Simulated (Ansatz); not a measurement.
```sh
ansatz run in.yaml --threads 4 --pin off --events-out ev --progress --plain --max-ram 10444MiB
```

```yaml
crystal:
  periodic: [false, false, false]
  atoms:
    - {symbol: O, position_ang: [-1.860392, 1.333819, 1.383954]}
    - {symbol: Si, position_ang: [-0.326173, 0.890026, 0.994587]}
    - {symbol: Si, position_ang: [0.181674, -1.210286, 0.129115]}
    - {symbol: C, position_ang: [1.002161, -0.228108, -1.276986]}
    - {symbol: S, position_ang: [0.298352, 1.447050, -0.994676]}
    - {symbol: H, position_ang: [-2.545087, 1.095195, 0.755434]}
    - {symbol: H, position_ang: [0.481308, 1.488789, 2.084681]}
    - {symbol: H, position_ang: [-1.039673, -1.898670, -0.377332]}
    - {symbol: H, position_ang: [1.045083, -2.224606, 0.797885]}
    - {symbol: H, position_ang: [0.739474, -0.564754, -2.280549]}
    - {symbol: H, position_ang: [2.088574, -0.185356, -1.195513]}
basis:
  gaussian: {orbitals: def2-TZVPP}
hamiltonian: {xc: {name: B2PLYP}}
```

What structure does this define?

The molecule is CH₆OSSi₂. As SMILES it reads `O[Si@H]1[SiH2]CS1`. Independent rings (smallest set): 1 of 4 members. Among its groups: Si–H bond, Si–O bond. The point group is C1. Coordination, clear cases only: 1 O bent; 1 C tetrahedral; 1 S bent.

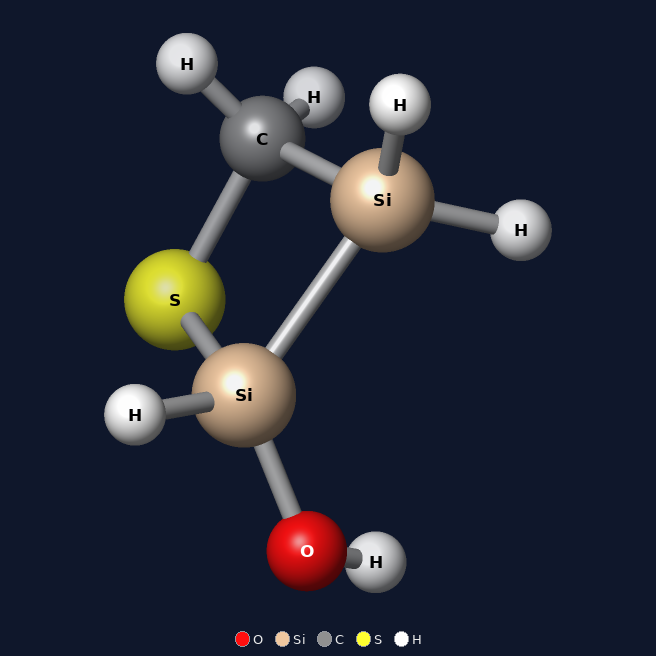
